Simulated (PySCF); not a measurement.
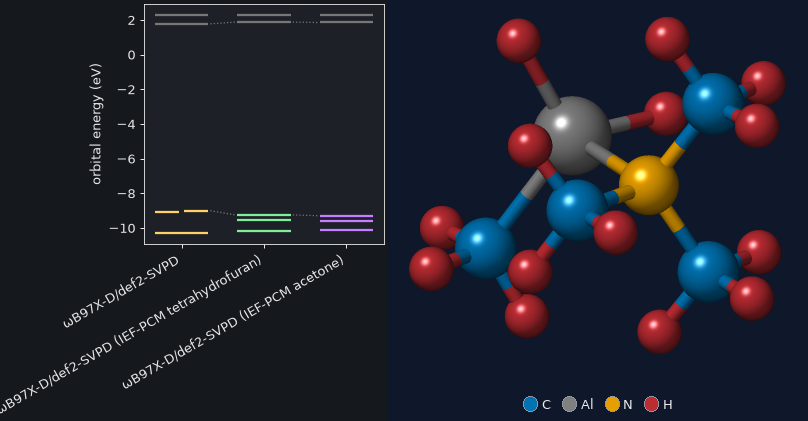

Frontier orbital energies of C₄H₁₄AlN, SMILES [CH3][AlH2-][N+](C)(C)C, singlet at one geometry, PySCF 2.14.0, at a PBE0-D3(BJ)/def2-SVP geometry (no frequency check). Empty levels are grey, levels within 0.1 eV stand side by side; all columns show the same few orbitals around the gap. Dotted lines join the HOMOs and the LUMOs.

Compare the HOMO-LUMO separations.

The separation grows from 10.78 eV (ωB97X-D/def2-SVPD) to 11.15 eV (ωB97X-D/def2-SVPD (IEF-PCM acetone)).

```csv
level,HOMO (eV),LUMO (eV),separation (eV)
ωB97X-D/def2-SVPD,−9.00,1.78,10.78
ωB97X-D/def2-SVPD (IEF-PCM tetrahydrofuran),−9.24,1.89,11.13
ωB97X-D/def2-SVPD (IEF-PCM acetone),−9.29,1.86,11.15
```

Limits of at least one run: empty levels above zero depend strongly on the basis.
